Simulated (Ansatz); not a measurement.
# Molecular dynamics of CH5FOSSi (part 1 of 2)

CH5FOSSi, SMILES CO[SiH](F)S, computed with RKS PBE-d3bj/6-31G* (Ansatz 0.2.0).

The geometry comes from this level: PBE0-D4/def2-TZVP.

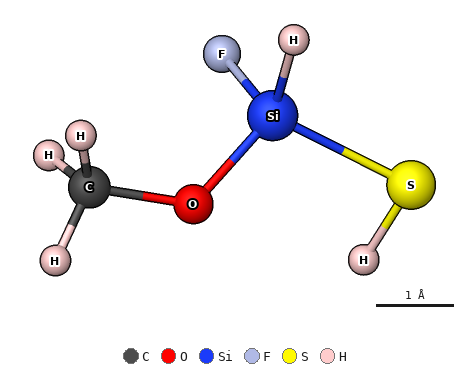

Figure 1. The structure as given in the input (ball-and-stick view, seen at a tilt). Bond lengths as drawn: C–H 1.09 Å, C–O 1.42 Å, F–Si 1.60 Å, H–S 1.34 Å, H–Si 1.48 Å, O–Si 1.62 Å and S–Si 2.11 Å.

Input:
```yaml
crystal:
  periodic: [false, false, false]
  atoms:
    - {symbol: C, position_ang: [-0.479140, -1.545383, 0.284403]}
    - {symbol: O, position_ang: [0.437532, -0.472824, 0.170789]}
    - {symbol: Si, position_ang: [0.011032, 1.088352, 0.046664]}
    - {symbol: F, position_ang: [-1.064943, 1.211359, -1.126939]}
    - {symbol: S, position_ang: [1.742984, 2.225584, -0.344391]}
    - {symbol: H, position_ang: [0.094381, -2.471057, 0.338187]}
    - {symbol: H, position_ang: [-1.083212, -1.455120, 1.193136]}
    - {symbol: H, position_ang: [-1.144859, -1.589877, -0.581958]}
    - {symbol: H, position_ang: [-0.640131, 1.623252, 1.260254]}
    - {symbol: H, position_ang: [2.209458, 1.334514, -1.237246]}
basis:
  gaussian: {orbitals: "6-31G*"}
hamiltonian: {xc: {name: PBE}, dispersion: d3bj}
md: {timestep: 1 fs, n_steps: 50, ensemble: nvt_nose_hoover, temperature: 1500, initial_velocities: maxwell_boltzmann, seed: 957}
```

Command:
```bash
ansatz run in.yaml --threads 4 --pin off --events-out ev --progress --plain --max-ram 10444MiB
```

The program's output:
```
Functional definition: PBE
  name "PBE"
  cite "Perdew, Burke & Ernzerhof, Phys. Rev. Lett. 77, 3865 (1996) doi:10.1103/PhysRevLett.77.3865"
  parent pbe
  parameter kappa = 0.804
  parameter beta = 0.06672455060314922
  exchange = pbe_x(kappa = kappa, mu = beta*pi^2/3)
  correlation = pbe_c(beta = beta)
1070 factors; their error is unknown
mean field evaluation 1: about -24576.0741 eV, gradient 5.8e1 eV
mean field evaluation 2: about -24558.0201 eV, gradient 1.1e2 eV
mean field evaluation 4: about -24582.3576 eV, gradient 6.7e0 eV
mean field evaluation 8: about -24582.4321 eV, gradient 1.6e-1 eV
mean field evaluation 16: about -24582.3536 eV, gradient 1.1e-4 eV
mean field -24582.35355974 eV, -903.3848308026 hartree, gradient 1.9e-5 eV, S^2 0.000000; 0 other end points of the search recorded, 0 dependent functions left out
the calculation of the forces begins
reference -24582.35359370 eV, -903.3848320507 hartree; 29, 29 occupied and 64, 64 virtual orbitals, 1070 factors
md step     0: t =     0.00 fs  T =  1500.0 K  F+E_penalty+E_count = -24582.56390589 eV  E_kin = 1.551120 eV  conserved = -24581.01278590 eV  (27 SCF iters)
these checks for a lower state are left out or cut short: starts, cluster_reference, orbital_swaps, neighbouring_geometries, increment
1070 factors; their error is unknown
mean field -24582.18795494 eV, -903.3787449386 hartree, gradient 2.4e-5 eV, S^2 0.000000; 0 other end points of the search recorded, 0 dependent functions left out
the calculation of the forces begins
reference -24582.18798902 eV, -903.3787461911 hartree; 29, 29 occupied and 64, 64 virtual orbitals, 1070 factors
md step     1: t =     1.00 fs  T =  1358.3 K  F+E_penalty+E_count = -24582.39840004 eV  E_kin = 1.404572 eV  conserved = -24580.99383155 eV  (28 SCF iters, 3 dispersion substeps)
[... from here on the SCF iterations and repeated set-up lines of each step are left out, up to the last step ...]
md step     2: t =     2.00 fs  T =  1084.9 K  F+E_penalty+E_count = -24582.09168024 eV  E_kin = 1.121893 eV  conserved = -24580.96981878 eV  (29 SCF iters, 3 dispersion substeps)
md step     3: t =     3.00 fs  T =   969.1 K  F+E_penalty+E_count = -24581.97611231 eV  E_kin = 1.002178 eV  conserved = -24580.97404573 eV  (30 SCF iters, 3 dispersion substeps)
md step     4: t =     4.00 fs  T =   997.9 K  F+E_penalty+E_count = -24582.01562953 eV  E_kin = 1.031902 eV  conserved = -24580.98398688 eV  (29 SCF iters, 3 dispersion substeps)
md step     5: t =     5.00 fs  T =  1038.1 K  F+E_penalty+E_count = -24582.05726114 eV  E_kin = 1.073460 eV  conserved = -24580.98428249 eV  (28 SCF iters, 3 dispersion substeps)
md step     6: t =     6.00 fs  T =  1047.0 K  F+E_penalty+E_count = -24582.06779015 eV  E_kin = 1.082641 eV  conserved = -24580.98592650 eV  (28 SCF iters, 3 dispersion substeps)
md step     7: t =     7.00 fs  T =   993.3 K  F+E_penalty+E_count = -24582.01752875 eV  E_kin = 1.027135 eV  conserved = -24580.99152349 eV  (29 SCF iters, 3 dispersion substeps)
md step     8: t =     8.00 fs  T =   835.8 K  F+E_penalty+E_count = -24581.85059033 eV  E_kin = 0.864320 eV  conserved = -24580.98778152 eV  (29 SCF iters, 3 dispersion substeps)
md step     9: t =     9.00 fs  T =   687.8 K  F+E_penalty+E_count = -24581.67451283 eV  E_kin = 0.711292 eV  conserved = -24580.96511952 eV  (29 SCF iters, 3 dispersion substeps)
md step    10: t =    10.00 fs  T =   796.2 K  F+E_penalty+E_count = -24581.79631249 eV  E_kin = 0.823358 eV  conserved = -24580.97531280 eV  (29 SCF iters, 3 dispersion substeps)
md step    11: t =    11.00 fs  T =  1025.9 K  F+E_penalty+E_count = -24582.06678984 eV  E_kin = 1.060892 eV  conserved = -24581.00890904 eV  (29 SCF iters, 3 dispersion substeps)
md step    12: t =    12.00 fs  T =   995.0 K  F+E_penalty+E_count = -24582.02763846 eV  E_kin = 1.028876 eV  conserved = -24581.00256712 eV  (29 SCF iters, 3 dispersion substeps)
md step    13: t =    13.00 fs  T =   744.8 K  F+E_penalty+E_count = -24581.74052380 eV  E_kin = 0.770194 eV  conserved = -24580.97487898 eV  (30 SCF iters, 3 dispersion substeps)
md step    14: t =    14.00 fs  T =   589.6 K  F+E_penalty+E_count = -24581.57673378 eV  E_kin = 0.609727 eV  conserved = -24580.97219585 eV  (30 SCF iters, 3 dispersion substeps)
md step    15: t =    15.00 fs  T =   599.7 K  F+E_penalty+E_count = -24581.59606416 eV  E_kin = 0.620147 eV  conserved = -24580.98175233 eV  (31 SCF iters, 3 dispersion substeps)
md step    16: t =    16.00 fs  T =   663.3 K  F+E_penalty+E_count = -24581.66137907 eV  E_kin = 0.685937 eV  conserved = -24580.98204443 eV  (30 SCF iters, 3 dispersion substeps)
md step    17: t =    17.00 fs  T =   738.7 K  F+E_penalty+E_count = -24581.73897543 eV  E_kin = 0.763829 eV  conserved = -24580.98268118 eV  (29 SCF iters, 3 dispersion substeps)
md step    18: t =    18.00 fs  T =   801.4 K  F+E_penalty+E_count = -24581.80877711 eV  E_kin = 0.828698 eV  conserved = -24580.98872044 eV  (30 SCF iters, 3 dispersion substeps)
md step    19: t =    19.00 fs  T =   785.6 K  F+E_penalty+E_count = -24581.79476267 eV  E_kin = 0.812344 eV  conserved = -24580.99227946 eV  (30 SCF iters, 3 dispersion substeps)
md step    20: t =    20.00 fs  T =   702.6 K  F+E_penalty+E_count = -24581.69177640 eV  E_kin = 0.726512 eV  conserved = -24580.97634361 eV  (31 SCF iters, 3 dispersion substeps)
md step    21: t =    21.00 fs  T =   761.7 K  F+E_penalty+E_count = -24581.74635845 eV  E_kin = 0.787673 eV  conserved = -24580.97104687 eV  (30 SCF iters, 3 dispersion substeps)
md step    22: t =    22.00 fs  T =   976.7 K  F+E_penalty+E_count = -24582.00115837 eV  E_kin = 1.010029 eV  conserved = -24581.00510344 eV  (30 SCF iters, 3 dispersion substeps)
md step    23: t =    23.00 fs  T =  1007.3 K  F+E_penalty+E_count = -24582.02669870 eV  E_kin = 1.041585 eV  conserved = -24581.00100560 eV  (30 SCF iters, 3 dispersion substeps)
md step    24: t =    24.00 fs  T =   859.4 K  F+E_penalty+E_count = -24581.84582114 eV  E_kin = 0.888663 eV  conserved = -24580.97492202 eV  (30 SCF iters, 3 dispersion substeps)
md step    25: t =    25.00 fs  T =   790.1 K  F+E_penalty+E_count = -24581.77900477 eV  E_kin = 0.817042 eV  conserved = -24580.98145714 eV  (30 SCF iters, 3 dispersion substeps)
md step    26: t =    26.00 fs  T =   773.4 K  F+E_penalty+E_count = -24581.76530929 eV  E_kin = 0.799795 eV  conserved = -24580.98672891 eV  (30 SCF iters, 3 dispersion substeps)
md step    27: t =    27.00 fs  T =   728.6 K  F+E_penalty+E_count = -24581.71077920 eV  E_kin = 0.753439 eV  conserved = -24580.98028796 eV  (31 SCF iters, 3 dispersion substeps)
md step    28: t =    28.00 fs  T =   705.9 K  F+E_penalty+E_count = -24581.68249307 eV  E_kin = 0.729981 eV  conserved = -24580.97719398 eV  (31 SCF iters, 3 dispersion substeps)
md step    29: t =    29.00 fs  T =   741.5 K  F+E_penalty+E_count = -24581.72157021 eV  E_kin = 0.766756 eV  conserved = -24580.98133086 eV  (30 SCF iters, 3 dispersion substeps)
md step    30: t =    30.00 fs  T =   782.8 K  F+E_penalty+E_count = -24581.77068182 eV  E_kin = 0.809518 eV  conserved = -24580.98969709 eV  (29 SCF iters, 3 dispersion substeps)
md step    31: t =    31.00 fs  T =   744.9 K  F+E_penalty+E_count = -24581.72901541 eV  E_kin = 0.770246 eV  conserved = -24580.98940601 eV  (29 SCF iters, 3 dispersion substeps)
md step    32: t =    32.00 fs  T =   686.0 K  F+E_penalty+E_count = -24581.64869247 eV  E_kin = 0.709412 eV  conserved = -24580.97196612 eV  (30 SCF iters, 3 dispersion substeps)
md step    33: t =    33.00 fs  T =   774.2 K  F+E_penalty+E_count = -24581.75308005 eV  E_kin = 0.800616 eV  conserved = -24580.98732970 eV  (30 SCF iters, 3 dispersion substeps)
md step    34: t =    34.00 fs  T =   865.4 K  F+E_penalty+E_count = -24581.85835421 eV  E_kin = 0.894926 eV  conserved = -24581.00082953 eV  (29 SCF iters, 3 dispersion substeps)
md step    35: t =    35.00 fs  T =   821.3 K  F+E_penalty+E_count = -24581.78890821 eV  E_kin = 0.849324 eV  conserved = -24580.97967750 eV  (29 SCF iters, 3 dispersion substeps)
md step    36: t =    36.00 fs  T =   800.7 K  F+E_penalty+E_count = -24581.76824387 eV  E_kin = 0.828019 eV  conserved = -24580.98298953 eV  (30 SCF iters, 3 dispersion substeps)
md step    37: t =    37.00 fs  T =   797.1 K  F+E_penalty+E_count = -24581.76713328 eV  E_kin = 0.824295 eV  conserved = -24580.98832021 eV  (30 SCF iters, 3 dispersion substeps)
md step    38: t =    38.00 fs  T =   739.7 K  F+E_penalty+E_count = -24581.69713030 eV  E_kin = 0.764886 eV  conserved = -24580.98042230 eV  (30 SCF iters, 3 dispersion substeps)
md step    39: t =    39.00 fs  T =   700.6 K  F+E_penalty+E_count = -24581.64757978 eV  E_kin = 0.724435 eV  conserved = -24580.97393302 eV  (30 SCF iters, 3 dispersion substeps)
md step    40: t =    40.00 fs  T =   762.7 K  F+E_penalty+E_count = -24581.70993446 eV  E_kin = 0.788727 eV  conserved = -24580.97473650 eV  (31 SCF iters, 3 dispersion substeps)
md step    41: t =    41.00 fs  T =   914.7 K  F+E_penalty+E_count = -24581.87239613 eV  E_kin = 0.945856 eV  conserved = -24580.98330704 eV  (30 SCF iters, 3 dispersion substeps)
md step    42: t =    42.00 fs  T =  1048.9 K  F+E_penalty+E_count = -24582.01620192 eV  E_kin = 1.084623 eV  conserved = -24580.99222623 eV  (29 SCF iters, 3 dispersion substeps)
md step    43: t =    43.00 fs  T =  1089.6 K  F+E_penalty+E_count = -24582.04606655 eV  E_kin = 1.126783 eV  conserved = -24580.98423937 eV  (30 SCF iters, 3 dispersion substeps)
md step    44: t =    44.00 fs  T =  1121.1 K  F+E_penalty+E_count = -24582.07584924 eV  E_kin = 1.159262 eV  conserved = -24580.98607425 eV  (30 SCF iters, 3 dispersion substeps)
md step    45: t =    45.00 fs  T =  1128.4 K  F+E_penalty+E_count = -24582.08993109 eV  E_kin = 1.166894 eV  conserved = -24580.99720876 eV  (29 SCF iters, 3 dispersion substeps)
md step    46: t =    46.00 fs  T =  1065.8 K  F+E_penalty+E_count = -24581.99912384 eV  E_kin = 1.102115 eV  conserved = -24580.97582363 eV  (30 SCF iters, 3 dispersion substeps)
md step    47: t =    47.00 fs  T =  1086.8 K  F+E_penalty+E_count = -24582.02609103 eV  E_kin = 1.123881 eV  conserved = -24580.98565735 eV  (29 SCF iters, 3 dispersion substeps)
md step    48: t =    48.00 fs  T =  1108.8 K  F+E_penalty+E_count = -24582.05107463 eV  E_kin = 1.146536 eV  conserved = -24580.99279033 eV  (29 SCF iters, 3 dispersion substeps)
md step    49: t =    49.00 fs  T =  1014.9 K  F+E_penalty+E_count = -24581.93895322 eV  E_kin = 1.049526 eV  conserved = -24580.98240031 eV  (30 SCF iters, 3 dispersion substeps)
these checks for a lower state are left out or cut short: starts, cluster_reference, orbital_swaps, neighbouring_geometries, increment
1070 factors; their error is unknown
mean field -24581.59241169 eV, -903.3568591277 hartree, gradient 1.0e-5 eV, S^2 0.000000; 0 other end points of the search recorded, 0 dependent functions left out
the calculation of the forces begins
reference -24581.59244632 eV, -903.3568604004 hartree; 29, 29 occupied and 64, 64 virtual orbitals, 1070 factors
1070 factors; their error is unknown
mean field evaluation 416: about -24581.5631 eV, gradient 7.8e0 eV
mean field -24581.59241169 eV, -903.3568591277 hartree, gradient 1.1e-5 eV, S^2 0.000000; 1 other end points of the search recorded, 0 dependent functions left out
the calculation of the forces begins
reference -24581.59244632 eV, -903.3568604004 hartree; 29, 29 occupied and 64, 64 virtual orbitals, 1070 factors
md step    50: t =    50.00 fs  T =   895.8 K  F+E_penalty+E_count = -24581.80325086 eV  E_kin = 0.926284 eV  conserved = -24580.97426591 eV  (29 SCF iters, 3 dispersion substeps)
```

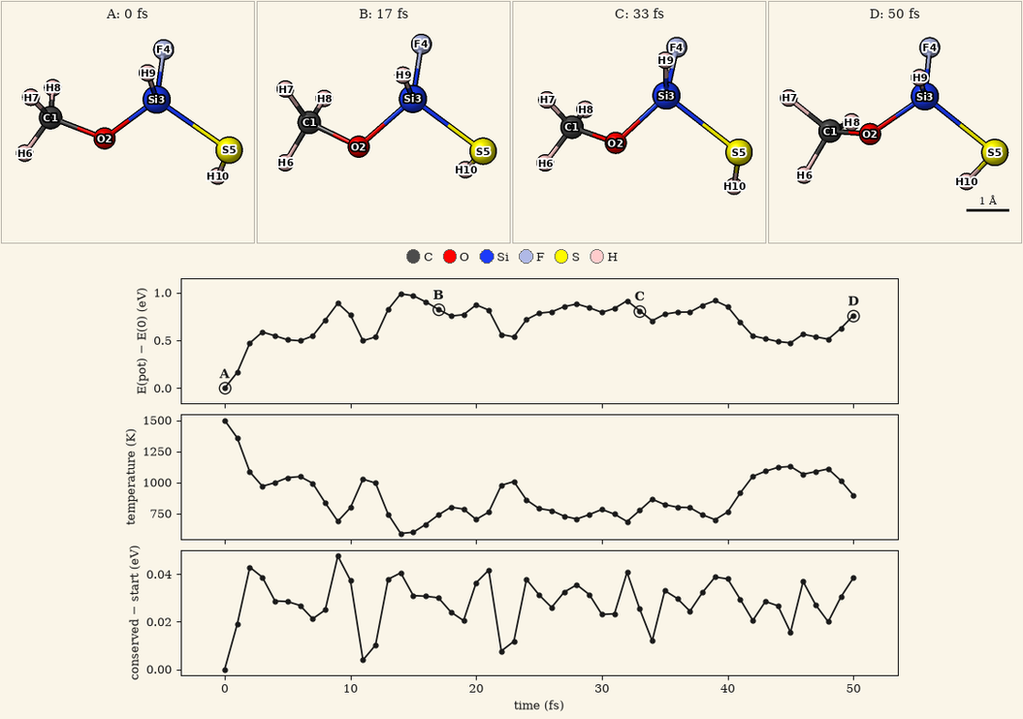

Figure 2. Frames of the molecular dynamics (ball-and-stick, seen at a tilt) above the curves, on which the letters mark them. The trajectory kept here has 51 frames over 50 fs. The temperature starts at 1500 K, ranges from 590 to 1500 K and averages 873 K over the second half. The potential energy ends 0.761 eV above its first value. The conserved quantity stays within 0.048 eV. After an unweighted best fit of the last frame on the first, the root-mean-square displacement is 0.48 Å.

```
Total energy: -24581.80328549 eV, -903.3646085970 hartree
Atom 0 at    -0.192183    -1.549419    -0.051558 Å, force    -0.764807    -3.502125     1.056398 eV/Å
Atom 1 at     0.278271    -0.344514     0.489791 Å, force    -0.027965    -1.308330     0.821060 eV/Å
Atom 2 at    -0.059494     1.206102     0.159594 Å, force    -0.571842     0.382663    -1.522301 eV/Å
Atom 3 at    -1.157651     1.198851    -1.118723 Å, force     0.858905     0.243778     1.515982 eV/Å
Atom 4 at     1.791574     2.088372    -0.449021 Å, force    -0.036649    -0.028761    -0.077595 eV/Å
Atom 5 at     0.550728    -2.479087     0.228624 Å, force    -1.245023     2.297103    -0.680458 eV/Å
Atom 6 at    -1.274876    -2.029672     0.395236 Å, force     2.384440     1.811707    -0.998621 eV/Å
Atom 7 at    -0.254763    -1.447675    -1.148269 Å, force    -0.218779    -0.368263     0.043748 eV/Å
Atom 8 at    -0.446882     1.854281     1.428735 Å, force    -0.527426     0.323796    -0.089143 eV/Å
Atom 9 at     2.136832     0.874492    -0.965449 Å, force     0.149147     0.148432    -0.069071 eV/Å
Dipole moment:    -0.081461    -0.356791     0.040597 e Å
```

Trajectory as extended XYZ (Å, eV, eV/Å), 21 of the 51 frames kept, from step=0 to step=50:
```
10
Properties=species:S:1:pos:R:3:forces:R:3 step=0 time_fs=0.0 energy=-24582.56391 temperature=1500.0
C    -0.4791   -1.5454    0.2844   -0.1160  -0.0477   0.0070
O     0.4375   -0.4728    0.1708    0.8067  -0.5603   0.0321
Si    0.0110    1.0884    0.0467   -0.0340   0.5473   0.4966
F    -1.0649    1.2114   -1.1269   -0.7051   0.0976  -0.7996
S     1.7430    2.2256   -0.3444    0.1995   0.4140   0.2296
H     0.0944   -2.4711    0.3382    0.1903  -0.3304   0.0203
H    -1.0832   -1.4551    1.1931   -0.2257   0.0193   0.3141
H    -1.1449   -1.5899   -0.5820   -0.2456  -0.0377  -0.2922
H    -0.6401    1.6233    1.2603   -0.0649   0.1448   0.2815
H     2.2095    1.3345   -1.2372    0.1948  -0.2470  -0.2894
10
Properties=species:S:1:pos:R:3:forces:R:3 step=2 time_fs=2.0 energy=-24582.09168 temperature=1084.9
C    -0.4556   -1.5424    0.2579   -4.6976   2.7027   0.9926
O     0.4536   -0.4758    0.2074    0.6453  -0.3853  -0.2698
Si    0.0144    1.0936    0.0471   -0.5790   0.2075  -0.1550
F    -1.0874    1.2244   -1.1431    0.0602  -0.0688   0.0403
S     1.7419    2.2165   -0.3452    0.1206   0.6998   0.4162
H     0.0168   -2.4247    0.3560    2.3659  -3.4419   0.1248
H    -1.1350   -1.5086    1.2874    1.1199   0.2297  -2.3193
H    -1.1534   -1.6083   -0.6719    0.8373   0.2887   1.3391
H    -0.5851    1.5968    1.2773   -0.3515   0.3015   0.5042
H     2.1196    1.2928   -1.2205    0.4790  -0.5338  -0.6731
10
Properties=species:S:1:pos:R:3:forces:R:3 step=5 time_fs=5.0 energy=-24582.05726 temperature=1038.1
C    -0.4456   -1.5271    0.2248   -2.2774  -2.3105   2.2962
O     0.4805   -0.4817    0.2607    0.2500   0.1178  -0.7355
Si    0.0177    1.1020    0.0473   -1.3590  -0.0973  -0.1447
F    -1.1206    1.2436   -1.1669    0.9273  -0.2718   1.0151
S     1.7408    2.2043   -0.3458    0.4888  -0.0759  -0.4817
H     0.0394   -2.5432    0.3839    0.2375   1.0067  -0.6274
H    -1.1352   -1.5683    1.2644    1.0307   0.6460  -2.4951
H    -1.1073   -1.6136   -0.7127    0.7289   0.4630   1.1222
H    -0.5279    1.5781    1.3353   -0.3897   0.2314   0.0665
H     2.0173    1.2000   -1.2368    0.3630   0.2905  -0.0156
```
